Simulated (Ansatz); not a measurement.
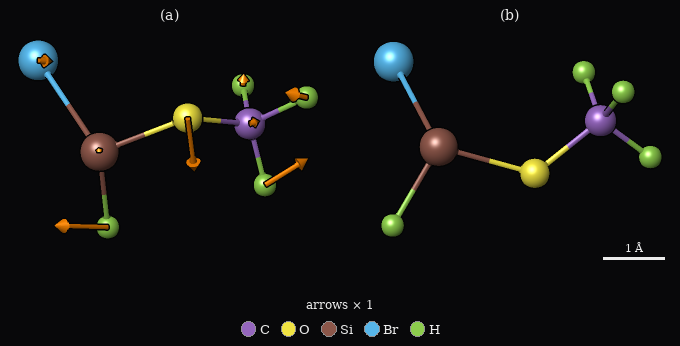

The structure of CH$_{4}$BrOSi (multiplicity 2) (coarse preliminary run) before (left) and after (right) a relaxation, at one scale. The orange arrows give the displacements, at their true length.

A ball-and-stick model, seen from a free direction.

The start comes from a force field.

These are results of UKS PBE-D4/def2-SVP in Ansatz, not measurements.

The input:
```yaml
crystal:
  periodic: [false, false, false]
  atoms:
    - {symbol: C, position_ang: [-0.944000, 0.396200, -0.138900]}
    - {symbol: O, position_ang: [-0.332000, -0.712000, -0.652000]}
    - {symbol: Si, position_ang: [1.076800, -1.169500, 0.034100]}
    - {symbol: Br, position_ang: [2.787900, 0.174000, -0.696800]}
    - {symbol: H, position_ang: [-1.916700, 0.564800, -0.736700]}
    - {symbol: H, position_ang: [-0.386100, 1.359600, -0.286400]}
    - {symbol: H, position_ang: [-1.233500, 0.320500, 0.908800]}
    - {symbol: H, position_ang: [1.039800, -0.990800, 1.512100]}
basis:
  gaussian: {orbitals: def2-SVP}
magnetization: {spin_polarized: true, initial_magnetization: 1}
hamiltonian: {xc: pbe, dispersion: d4}
relax: {f_tol: 0.03, max_steps: 200}
```

Question: What changed between the two?

Answer: The energy falls by 0.337 eV in 24 accepted moves (29 points after the start). Largest force component: 2.5 eV/Å at the start, 0.026 eV/Å at the end. The line search rejected the trial steps at points 6, 14, 23, 25, 28 of the run. The forces were under the threshold at step 22, but the run went on from there. The largest moves after the best rigid fit, 1.17 Å, are those of O2 and H8. Largest moves by element: O 1.17 Å, H 1.17 Å, Br 0.31 Å, C 0.21 Å, Si 0.10 Å. Some distances before and after: C1–O2 1.366 → 1.418 Å, O2–Si3 1.632 → 1.676 Å, C1–H5 1.154 → 1.114 Å, Si3–Br4 2.295 → 2.268 Å. Among the angles between lasting bonds that change: C1–O2–Si3 117.1° → 127.0°, O2–Si3–H8 111.2° → 103.9°, O2–C1–H7 115.1° → 108.1°. Groups turn about O2–Si3 by about 130°, C1–O2 by about 105°.
